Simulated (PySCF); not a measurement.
**C5H8ClF3Si: density, localisation and related maps**

Input

```
{"job": {"kind": "nmr", "xc": "PBE0", "basis": "pcSseg-1"}, "charge": 0, "multiplicity": 1}
C      3.420831    -0.177262    -0.087716
C      2.050632     0.382867     0.079268
C      1.008264     0.178150    -0.710141
Cl     1.115316    -0.849110    -2.111190
C     -0.367245     0.720152    -0.517675
Si    -1.648437    -0.674589    -0.727502
C     -3.289572    -0.013805     0.109728
F     -3.649711    -0.749854     1.180245
F     -3.204021     1.260062     0.549680
F     -4.341234    -0.043944    -0.732102
H      4.145891     0.630930    -0.175375
H      3.687995    -0.767221     0.788324
H      3.483865    -0.805711    -0.970711
H      1.906488     1.024222     0.938240
H     -0.436209     1.205573     0.456896
H     -0.557988     1.492089    -1.269773
H     -2.031280    -0.935299    -2.112028
H     -1.302347    -1.870933     0.035414
```

Launched as:

```sh
OMP_NUM_THREADS=1 python probes_run.py task.json out
```

Geometry: GFN2-xTB.

Computed with PBE0/pcSseg-1, SCF density, gas phase, non-relativistic in PySCF.

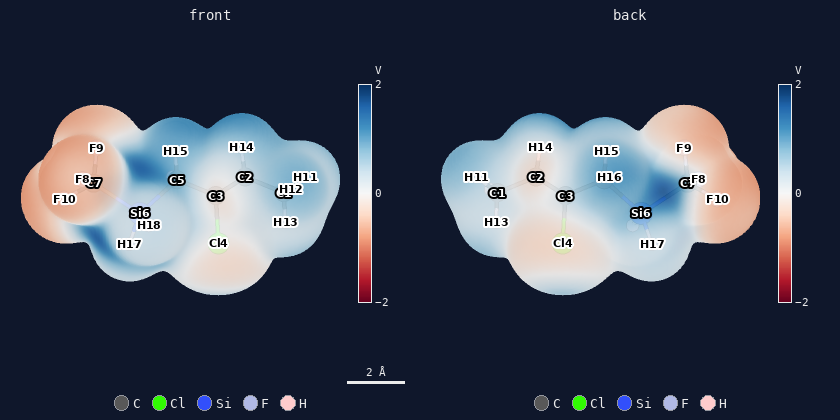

Figure 1. The molecular electrostatic potential painted on the density surface at 0.002 e/bohr³, seen from the front and from behind; the colour scale runs from red (negative) to blue (positive).

Q: Describe the electrostatic potential map.

A: The most negative region (about −0.8 V) lies over F8 and F10, the most positive (about +1.6 V) over Si6. Cl4 shows a σ-hole: about +0.6 V at the tip opposite its bond, against about +0.1 V on its flanks.

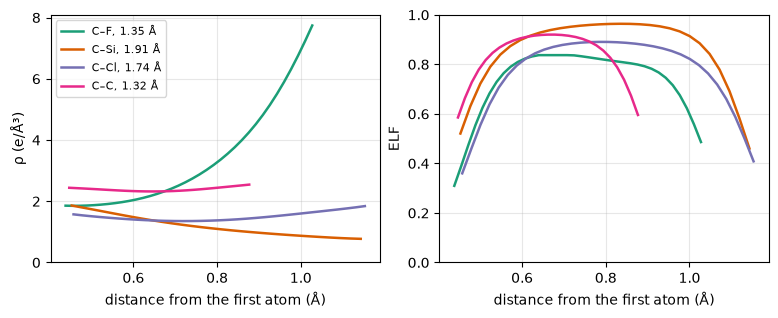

Figure 2. Total electron density and electron localisation function along straight lines between neighbouring atoms. The curves leave out the atomic cores.

Q: What can be read from the curves?

A: C–F (1.35 Å): ρ is about 2.3 e/Å³ halfway, with its minimum of 1.9 e/Å³ about 0.5 Å from C; the ELF peaks at about 0.85 between the atoms, as expected for a shared but strongly polarised pair.
C–Si (1.91 Å): ρ at the midpoint is about 0.92 e/Å³; the ELF peaks at about 0.95 between the atoms (localised, covalent bonding).
C–Cl (1.74 Å): ρ at the midpoint is about 1.4 e/Å³; the ELF peaks at about 0.90 between the atoms: a shared electron pair.
C–C (1.32 Å): ρ at the midpoint is about 2.3 e/Å³; the ELF peaks at about 0.90 between the atoms: a short, multiple covalent bond.
